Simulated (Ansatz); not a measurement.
**AlClH6OSi: two geometries relaxed**

Aim: relax the geometries before and after the reaction (exchange4), and see whether they are two minima and how far apart in energy. Meant to form: Al1–O6, H5–Cl2; to break: Al1–Cl2, H5–O6. The start is a guess near the saddle point, from which both ends are pulled out.

Program: Ansatz 0.2.0. Level of theory: RKS B3LYP-D4/def2-SVP. These are calculated values, not measurements.

## 1. Starting point

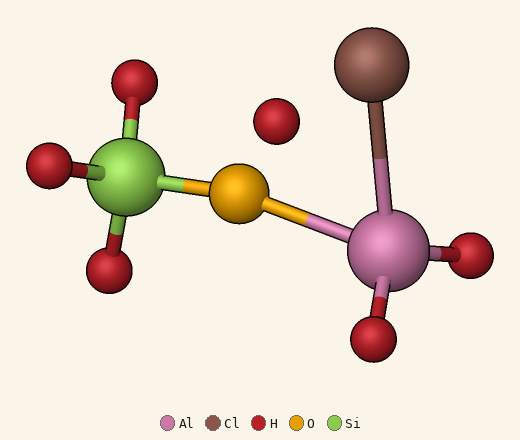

Start, viewed from a chosen angle; aluminium pink, chlorine brown, hydrogen red, oxygen amber, silicon green.

As a file:

```xyz
10

Al   -0.3196   -1.9563    0.0355
Cl    2.1931   -1.5960   -0.5332
H    -1.1253   -2.4498   -1.1706
H    -0.5766   -2.4734    1.4562
H     1.0699   -0.2810   -0.2423
O    -0.0727    0.2087    0.0237
Si   -0.2573    1.8328    0.0938
H     0.5832    2.3007    1.1957
H     0.1848    2.3606   -1.1963
H    -1.6796    2.0536    0.3375
```

## 2. A restrained relaxation towards end A

Springs on the bonds that form and break draw the guess towards this end; the thresholds are loose.

The input, input.yaml:

```yaml
crystal:
  periodic: [false, false, false]
  atoms:
    - { symbol: Al, position_ang: [-0.3196, -1.9563, 0.0355] }
    - { symbol: Cl, position_ang: [2.1931, -1.596, -0.5332] }
    - { symbol: H, position_ang: [-1.1253, -2.4498, -1.1706] }
    - { symbol: H, position_ang: [-0.5766, -2.4734, 1.4562] }
    - { symbol: H, position_ang: [1.0699, -0.281, -0.2423] }
    - { symbol: O, position_ang: [-0.0727, 0.2087, 0.0237] }
    - { symbol: Si, position_ang: [-0.2573, 1.8328, 0.0938] }
    - { symbol: H, position_ang: [0.5832, 2.3007, 1.1957] }
    - { symbol: H, position_ang: [0.1848, 2.3606, -1.1963] }
    - { symbol: H, position_ang: [-1.6796, 2.0536, 0.3375] }
basis:
  gaussian: { orbitals: def2-SVP }
hamiltonian:
  xc: b3lyp
  dispersion: d4
relax:
  f_tol: 0.15
  max_steps: 25
  restrain:
    - { distance: [0, 5], at: 3.17, k: 30.0 }
    - { distance: [4, 1], at: 2.63, k: 30.0 }
    - { distance: [0, 1], at: 2.23, k: 30.0 }
    - { distance: [4, 5], at: 0.97, k: 30.0 }
```

The run is started by

```
ansatz run input.yaml --threads 2 --pin off --max-ram 3072MiB --backend cpu --events-out ev --progress --plain --runs-dir out
```

What it wrote, shortened:

```text
Warning: RAYON_NUM_THREADS=2 ignored (pool sized by the plan → 2); use --threads N
[...]
Functional definition: B3LYP
[...]
979 factors; integrals over basis functions are off by at most 6.0e-4 eV
[...]
mean field -29135.19160903 eV, -1070.6985430896 hartree, gradient 2.6e-5 eV, S^2 0.000000; 0 other end points of the search recorded, 0 dependent functions left out
[...]
reference -29135.19190981 eV, -1070.6985541431 hartree; 29, 29 occupied and 69, 69 virtual orbitals, 979 factors
relax step   1: F+E_penalty+E_count = -29135.52449158 eV  Δ(F+E_penalty+E_count) = +0.000e0 eV  max|allowed force component| = 4.844e0 eV/Å  E_restraint = 29.67768375 eV  max|allowed force component, restraints' pulls added| = 2.656e1 eV/Å  Δτ_max = 0.0000 Å  (24 SCF iters, accepted)
[...]
relax step   3: F+E_penalty+E_count = -29135.38662408 eV  Δ(F+E_penalty+E_count) = +7.184e-2 eV  max|allowed force component| = 6.512e0 eV/Å  E_restraint = 5.12804788 eV  max|allowed force component, restraints' pulls added| = 1.166e1 eV/Å  Δτ_max = 0.1917 Å  (27 SCF iters, accepted)
[...]
relax step   5: F+E_penalty+E_count = -29135.83464554 eV  Δ(F+E_penalty+E_count) = -5.042e-1 eV  max|allowed force component| = 2.528e0 eV/Å  E_restraint = 0.05901918 eV  max|allowed force component, restraints' pulls added| = 7.356e-1 eV/Å  Δτ_max = 0.1946 Å  (26 SCF iters, accepted)
[...]
  distance Al 0 - O 5 = 3.1562 Å
  distance H 4 - Cl 1 = 2.6294 Å
  distance Al 0 - Cl 1 = 2.2027 Å
  distance H 4 - O 5 = 0.9698 Å
980 factors; integrals over basis functions are off by at most 7.9e-4 eV
mean field -29135.89859679 eV, -1070.7245244106 hartree, gradient 1.6e-5 eV, S^2 0.000000; 1 other end points of the search recorded, 0 dependent functions left out
[...]
reference -29135.89891644 eV, -1070.7245361576 hartree; 29, 29 occupied and 69, 69 virtual orbitals, 980 factors
Total energy: -29136.18024625 eV, -1070.7348748375 hartree
Atom 0 at    -0.180357    -2.649639    -0.025446 Å, force     0.824281     0.564641    -0.159550 eV/Å
Atom 1 at     1.936185    -2.238824    -0.476612 Å, force    -0.782128    -0.143538     0.168690 eV/Å
Atom 2 at    -1.135520    -2.822170    -1.262287 Å, force     0.001909     0.002320    -0.000303 eV/Å
Atom 3 at    -0.535844    -2.887367     1.487433 Å, force     0.000666    -0.001975    -0.001465 eV/Å
Atom 4 at     1.084999     0.232171    -0.187400 Å, force    -0.034372    -0.002186     0.004867 eV/Å
Atom 5 at     0.169541     0.486943     0.006528 Å, force    -0.005972    -0.425239    -0.010359 eV/Å
Atom 6 at    -0.229099     2.112282     0.092811 Å, force    -0.019820     0.000272    -0.004148 eV/Å
Atom 7 at     0.507489     2.797637     1.195548 Å, force     0.003382     0.001629    -0.004456 eV/Å
Atom 8 at     0.072541     2.814426    -1.189561 Å, force     0.006518     0.004875     0.003316 eV/Å
Atom 9 at    -1.690035     2.154441     0.358985 Å, force     0.005536    -0.000798     0.003407 eV/Å
Dipole moment:    -0.109026     0.129102     0.026469 e Å
```

Run time: 31 s. Hardware: 2 threads of Intel Xeon Platinum 8259CL at 2.50GHz (Skylake/Cascade Lake), shared host; peak memory 0.23 GiB.

Step by step:

```
step  energy from step 1 (eV)  largest force component (eV/Å)
   1                   0.0000                          4.8440
   2                   0.0660                          7.0087
   3                   0.1379                          6.5118
   4                   0.1940                          5.6163
   5                  -0.3102                          2.5282
   6                  -0.6098                          0.9057
   7                  -0.6483                          0.8692
   8                  -0.6540                          0.8369
   9                  -0.6554                          0.8243
```

Step 1 is the start. Energies and forces in the table leave out the springs, which the log lists apart; the run stops on the force with the springs' pull added.

After: Bond lengths: Al1–Cl2 2.203 Å, Al1–H3 1.572 Å, Al1–H4 1.572 Å, H5–O6 0.970 Å, O6–Si7 1.676 Å, Si7–H8 1.493 Å, Si7–H9 1.493 Å, Si7–H10 1.486 Å. Angles: Cl2–Al1–H3 116.3°, Cl2–Al1–H4 116.3°, H3–Al1–H4 127.1°, H5–O6–Si7 119.3°, O6–Si7–H8 111.5°, O6–Si7–H9 111.3°, O6–Si7–H10 105.7°, H8–Si7–H9 108.6°, H8–Si7–H10 109.9°, H9–Si7–H10 109.8°.

Pairs that crossed the distance rule for bonds on the way: came closer H5–O6; moved apart Al1–O6.

## 3. End point A

It starts where the restrained run ended.

The input, input.yaml:

```yaml
crystal:
  periodic: [false, false, false]
  atoms:
    - { symbol: Al, position_ang: [-0.180357, -2.649639, -0.025446] }
    - { symbol: Cl, position_ang: [1.936185, -2.238824, -0.476612] }
    - { symbol: H, position_ang: [-1.13552, -2.82217, -1.262287] }
    - { symbol: H, position_ang: [-0.535844, -2.887367, 1.487433] }
    - { symbol: H, position_ang: [1.084999, 0.232171, -0.1874] }
    - { symbol: O, position_ang: [0.169541, 0.486943, 0.006528] }
    - { symbol: Si, position_ang: [-0.229099, 2.112282, 0.092811] }
    - { symbol: H, position_ang: [0.507489, 2.797637, 1.195548] }
    - { symbol: H, position_ang: [0.072541, 2.814426, -1.189561] }
    - { symbol: H, position_ang: [-1.690035, 2.154441, 0.358985] }
basis:
  gaussian: { orbitals: def2-SVP }
hamiltonian:
  xc: b3lyp
  dispersion: d4
relax:
  f_tol: 0.03
  max_steps: 50
```

The run is started by

```
ansatz run input.yaml --threads 2 --pin off --max-ram 3072MiB --backend cpu --events-out ev --progress --plain --runs-dir out
```

What it wrote, shortened:

```text
Warning: RAYON_NUM_THREADS=2 ignored (pool sized by the plan → 2); use --threads N
[...]
[... 1 set-up line as earlier in the session ...]
[...]
990 factors; integrals over basis functions are off by at most 5.1e-4 eV
[...]
mean field -29135.89861085 eV, -1070.7245249272 hartree, gradient 1.3e-5 eV, S^2 0.000000; 0 other end points of the search recorded, 0 dependent functions left out
[...]
reference -29135.89892743 eV, -1070.7245365614 hartree; 29, 29 occupied and 69, 69 virtual orbitals, 990 factors
relax step   1: F+E_penalty+E_count = -29136.17994068 eV  Δ(F+E_penalty+E_count) = +0.000e0 eV  max|allowed force component| = 8.242e-1 eV/Å  Δτ_max = 0.0000 Å  (24 SCF iters, accepted)
[...]
relax step   4: F+E_penalty+E_count = -29136.68723691 eV  Δ(F+E_penalty+E_count) = -2.091e-1 eV  max|allowed force component| = 9.269e-1 eV/Å  Δτ_max = 0.1949 Å  (27 SCF iters, accepted)
[...]
Total energy: -29136.97938172 eV, -1070.7642425242 hartree
Atom 0 at    -0.140369    -1.768303    -0.009790 Å, force    -0.004018     0.009022     0.000820 eV/Å
Atom 1 at     1.894994    -2.405764    -0.450392 Å, force     0.002365    -0.004278    -0.000385 eV/Å
Atom 2 at    -1.164440    -1.871082    -1.214538 Å, force     0.000725    -0.003156    -0.001084 eV/Å
Atom 3 at    -0.604262    -1.958984     1.493080 Å, force     0.000912    -0.002768     0.000116 eV/Å
Atom 4 at     1.403208     0.064077    -0.269754 Å, force     0.000583     0.001424     0.000311 eV/Å
Atom 5 at     0.449521     0.132552    -0.073982 Å, force     0.001040     0.001142    -0.000188 eV/Å
Atom 6 at    -0.309294     1.667548     0.097576 Å, force    -0.002203    -0.002303     0.000515 eV/Å
Atom 7 at     0.330384     2.382795     1.229952 Å, force     0.000980    -0.000119    -0.000786 eV/Å
Atom 8 at    -0.134171     2.421215    -1.169070 Å, force     0.000480    -0.000159     0.000142 eV/Å
Atom 9 at    -1.725671     1.335846     0.366918 Å, force    -0.000864     0.001194     0.000538 eV/Å
Dipole moment:    -0.056419     1.123886     0.038954 e Å
```

Run time: 35 s. Hardware: 2 threads of Intel Xeon Platinum 8259CL at 2.50GHz (Skylake/Cascade Lake), shared host; peak memory 0.23 GiB.

Step by step:

```
step  energy from step 1 (eV)  largest force component (eV/Å)
   1                   0.0000                          0.8242
   2                  -0.1514                          0.4659
   3                  -0.2982                          0.7750
   4                  -0.5073                          0.9269
   5                  -0.6733                          0.6307
   6                  -0.6828                          1.1769
   7                  -0.7526                          0.2817
   8                  -0.7827                          0.1200
   9                  -0.7930                          0.2171
  10                  -0.7972                          0.0975
  11                  -0.7986                          0.0898
  12                  -0.7990                          0.0523
  13                  -0.7992                          0.0090
```

Step 1 is the start.

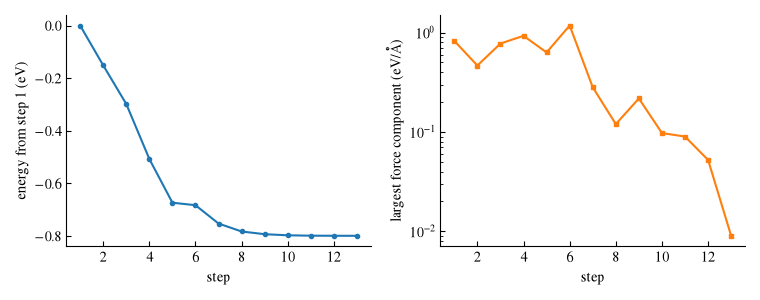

Energy and largest force along the relaxation.

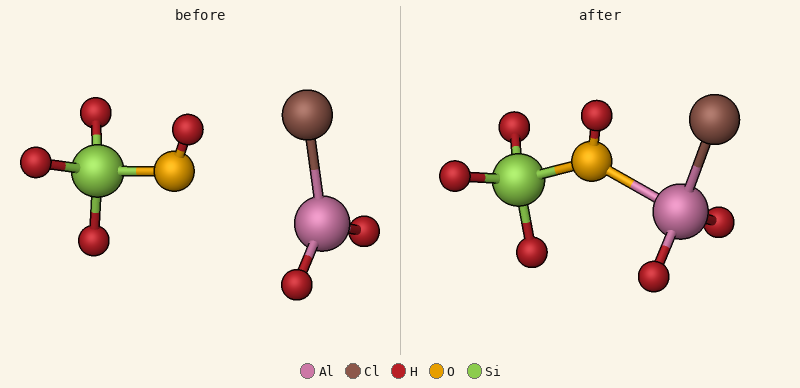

Before and after, at one scale.

After: Bond lengths: Al1–Cl2 2.178 Å, Al1–H3 1.585 Å, Al1–H4 1.584 Å, Al1–O6 1.991 Å, H5–O6 0.976 Å, O6–Si7 1.721 Å, Si7–H8 1.484 Å, Si7–H9 1.484 Å, Si7–H10 1.479 Å. Angles (14 of 15 angles, heavy atoms first): Cl2–Al1–O6 89.8°, Al1–O6–Si7 135.9°, Cl2–Al1–H3 115.5°, Cl2–Al1–H4 115.5°, H3–Al1–O6 103.2°, H4–Al1–O6 103.4°, Al1–O6–H5 103.2°, H5–O6–Si7 120.9°, O6–Si7–H8 108.4°, O6–Si7–H9 108.4°, O6–Si7–H10 103.9°, H3–Al1–H4 121.6°, H8–Si7–H9 110.8°, H8–Si7–H10 112.4°.

Pairs that crossed the distance rule for bonds on the way: came closer Al1–O6.

[end of part 1 of 2]
